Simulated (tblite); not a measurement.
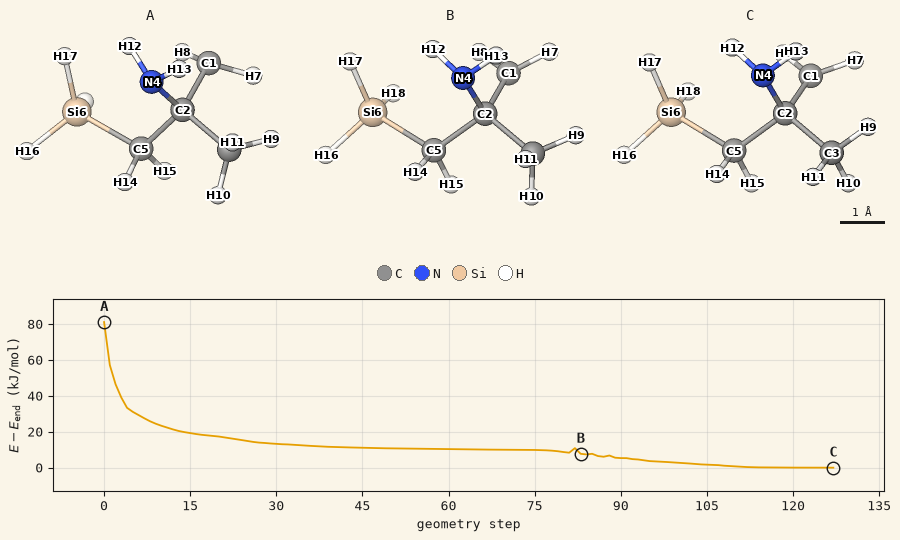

Frames of a relaxation of C4H12NSi (multiplicity 2), marked on the history of the run. A ball-and-stick model, seen at a tilt.

The calculation used GFN2-xTB geometry optimisation, gas phase in tblite. 

### What happens along the run?

The energy falls by 81.1 kJ/mol in 127 geometry steps. The atom that moves furthest after the best rigid fit is H11 (0.95 Å). By element the largest moves are H 0.95 Å, C 0.38 Å, N 0.31 Å, Si 0.13 Å. Near-neighbour distances that change, for instance: C2–C5 1.486 → 1.534 Å, C5–Si6 1.855 → 1.903 Å, C5–H14 1.135 → 1.092 Å, C1–H7 1.118 → 1.075 Å. Bond angles that change, for instance: H7–C1–H8 107.7° → 117.6°, C2–C1–H7 111.4° → 119.7°, C2–C1–H8 114.0° → 120.1°. Groups turn about C2–C3 by about 65°, C5–Si6 by about 30°. Cost: 0.51 s on 1 thread of AMD EPYC 9R45 96-Core Processor, on a shared host. From step 0 to 83: H7 moves most (0.65 Å), energy −73.4 kJ/mol. From step 83 to 127: H9 moves most (0.62 Å), energy −7.73 kJ/mol.

```json
{"step": "0", "E − E(0), kJ/mol": "0.00"}
{"step": "1", "E − E(0), kJ/mol": "-23.96"}
{"step": "2", "E − E(0), kJ/mol": "-34.64"}
{"step": "3", "E − E(0), kJ/mol": "-42.05"}
{"step": "4", "E − E(0), kJ/mol": "-47.78"}
{"step": "5", "E − E(0), kJ/mol": "-50.02"}
{"step": "6", "E − E(0), kJ/mol": "-51.81"}
{"step": "7", "E − E(0), kJ/mol": "-53.59"}
{"step": "8", "E − E(0), kJ/mol": "-55.27"}
{"step": "9", "E − E(0), kJ/mol": "-56.64"}
{"step": "10", "E − E(0), kJ/mol": "-57.80"}
{"step": "16", "E − E(0), kJ/mol": "-62.38"}
{"step": "22", "E − E(0), kJ/mol": "-64.79"}
{"step": "28", "E − E(0), kJ/mol": "-67.37"}
{"step": "35", "E − E(0), kJ/mol": "-68.83"}
{"step": "41", "E − E(0), kJ/mol": "-69.68"}
{"step": "47", "E − E(0), kJ/mol": "-70.24"}
{"step": "53", "E − E(0), kJ/mol": "-70.53"}
{"step": "59", "E − E(0), kJ/mol": "-70.79"}
{"step": "65", "E − E(0), kJ/mol": "-71.01"}
{"step": "72", "E − E(0), kJ/mol": "-71.17"}
{"step": "78", "E − E(0), kJ/mol": "-71.66"}
{"step": "84", "E − E(0), kJ/mol": "-73.76"}
{"step": "90", "E − E(0), kJ/mol": "-75.79"}
{"step": "96", "E − E(0), kJ/mol": "-77.62"}
{"step": "102", "E − E(0), kJ/mol": "-78.81"}
{"step": "109", "E − E(0), kJ/mol": "-80.24"}
{"step": "115", "E − E(0), kJ/mol": "-80.98"}
{"step": "121", "E − E(0), kJ/mol": "-81.10"}
{"step": "127", "E − E(0), kJ/mol": "-81.12"}
```
